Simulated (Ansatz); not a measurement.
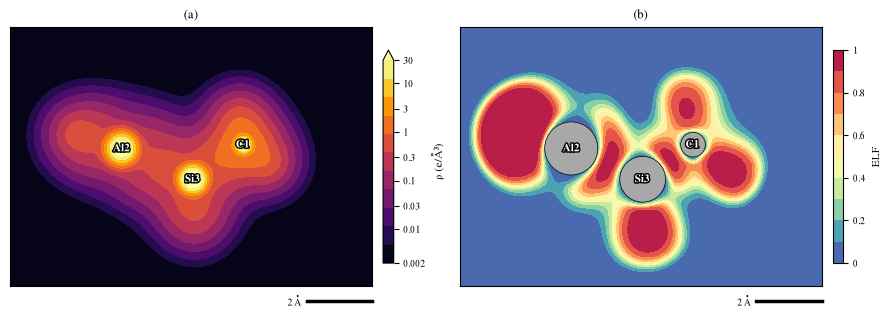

The picture shows: CH5AlSi (SMILES C[SiH+][AlH]) (charge +1, doublet). (a) electron density; (b) ELF on the plane of atoms C1, Si3 and Al2. Grey discs cover the atomic cores in the ELF map.

Geometry: B3LYP-D3(BJ)/def2-SVP.

Computed with isolated molecule in a Gaussian basis; Kohn-Sham density functional theory, functional PBE0 (Ansatz).

```xyz
8

C    -3.0983   -1.7581   -1.6473
Al   -0.0189   -2.2190    0.3897
Si   -2.0513   -2.9152   -0.6245
H    -3.8046   -1.2220   -0.9900
H    -2.4980   -1.0299   -2.2105
H    -3.6887   -2.3603   -2.3584
H    -2.7509   -3.9592    0.1695
H     1.4980   -2.0291    0.7275
```

Interpret the plot.

- Atoms in the plane: C, Al and Si.
- C–Si (1.87 Å): the density is about 0.95 e/Å³ at the midpoint; the ELF peaks at about 0.95 between the atoms (a shared electron pair).
- Al–Si (2.38 Å): the density is about 0.51 e/Å³ at the midpoint; the ELF peaks at about 0.95 between the atoms: a shared electron pair.
